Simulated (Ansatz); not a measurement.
Electronic density of states of amorphous Si30N41Ga, density 3.04 g/cm³, on a 2×2×2 Γ-centred mesh with a Gaussian width of 0.1 eV; energies count from the Fermi level, whose place inside the gap is arbitrary. Cell and mesh are small, so fine structure isn't converged. These are PBE, scalar-relativistic without spin-orbit coupling (plane waves to 420 eV, PAW; Ansatz, a program for electronic structure) values and carry that method's errors. Sampling: a 2×2×2 Γ-centred mesh; Fermi-Dirac width 0.02 eV; no spin polarisation. At PBE the levels at the filled edge of the gap are localised (band-tail or defect states), and the nearest spread-out levels lie 2.6 eV apart at the zone centre.

It comes from a melt-quench run on a machine-learned potential (CHGNet), relaxed afterwards by DFT. N atoms were pushed apart under 1.9 Å during the dynamics, to hinder bonds among them. The hot cell started wider than the set density and was brought back towards it in steps. It is the lowest in DFT energy of 2 quenches. It is a model cell: composition and starting density were chosen by hand, and all elements were melted together. No dispersion term was used. Its density started from a set value of 3.04 and ended at 3.04 g/cm³. Cooling (nominally 380 K/ps over its main leg) ran many orders faster than in experiment, which tends to leave more defects and strain. Values belong to this one cell and scatter from quench to quench. The volume was held where the preparation left it, at a PBE pressure of 1.5 GPa. Stress components on the final sampling reach 7.1 GPa.

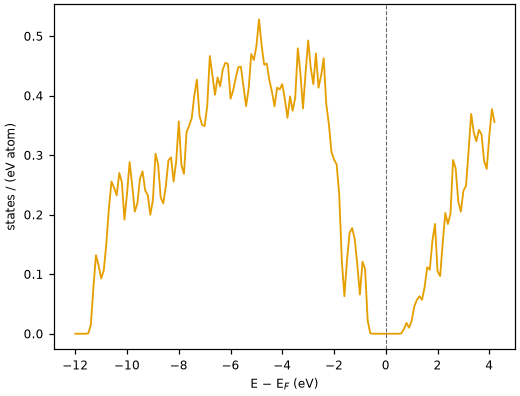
Density of states per atom

The level gap on this mesh is 1.62 eV; the broadening fills part of it in the curve.
